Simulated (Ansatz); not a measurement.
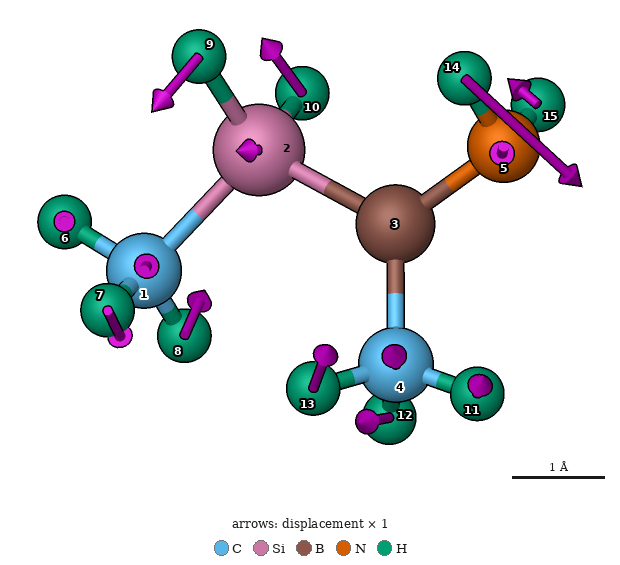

This is a relaxation of C2H10BNSi. The starting structure is drawn; purple arrows show the displacements, at their true length. The two geometries are superimposed by the best rigid fit.

A ball-and-stick model, seen at a tilt.

The run prepares an end point of a later path (inversion) calculation, from a guessed geometry.

Method: RKS B3LYP/def2-SVP (Ansatz 0.2.0). Set-up: no spin polarisation; force threshold 0.015 eV/Å; at most 40 steps.

### What did the optimiser do to the structure, and how much energy did it gain?

After 27 accepted moves (30 points after the start) the energy has fallen by 181.6 kJ/mol. The largest force component goes from 3.2 to 0.0081 eV/Å. The line search rejected the trial steps at points 11, 16, 19 of the run. H14 moves most after the best rigid fit: 1.95 Å. Largest moves by element: H 1.95 Å, N 0.61 Å, C 0.52 Å, Si 0.35 Å, B 0.09 Å. Among the contacts that change: B3–N5 1.543 → 1.398 Å, Si2–B3 1.932 → 2.041 Å, C1–H6 1.179 → 1.102 Å, C4–H12 1.162 → 1.105 Å. Among the angles between lasting bonds that change: B3–N5–H15 105.2° → 123.9°, B3–N5–H14 105.1° → 122.9°, H11–C4–H13 115.8° → 107.8°. Groups turn about Si2–B3 by about 50°. Cost: 89 s on 2 threads of Intel(R) Xeon(R) Platinum 8488C (Sapphire Rapids), on a shared host, peak memory 0.32 GiB.
